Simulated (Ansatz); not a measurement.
The figure comes from a scan of AlNi (CsCl type): one Ni atom of a 2-atom cell moves by s along Cartesian x, with its periodic images. Calculation: PBE (plane waves to 420 eV, PAW, scalar-relativistic; Ansatz, a quantum-chemistry and plane-wave program). k mesh 13×13×13 (Γ-centred), Fermi-Dirac smearing 0.05 eV. The energy includes the smearing's −TS. With partly filled bands, energies and forces of such displacements shift with the k mesh and the smearing. AlNi is run without spin polarisation. AlNi was relaxed with its symmetry unable to fall. ΔE is measured from the undisplaced structure.

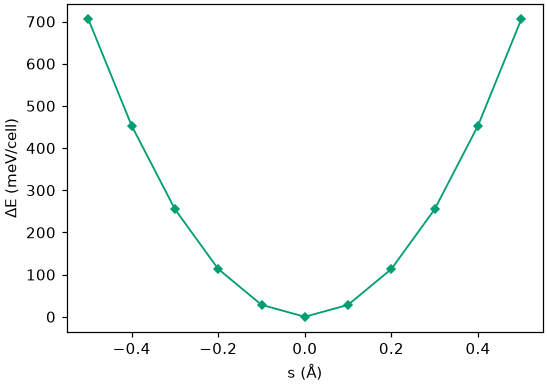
Fig. 1. ΔE (meV/cell) against s (Å); markers are the computed points, lines only join them.

Q: Turn the plot into a table (rounded to what can be read).

A: To the nearest 10:

| s (Å) | ΔE (meV/cell) |
|---|---|
| -0.500 | 710 |
| -0.400 | 450 |
| -0.300 | 260 |
| -0.200 | 110 |
| -0.100 | 30 |
| 0.000 | 0 |
| 0.100 | 30 |
| 0.200 | 110 |
| 0.300 | 260 |
| 0.400 | 450 |
| 0.500 | 710 |

(For displaced atoms, the force is minus the slope of the energy, and its curvature is a force constant, which sets phonon frequencies.)
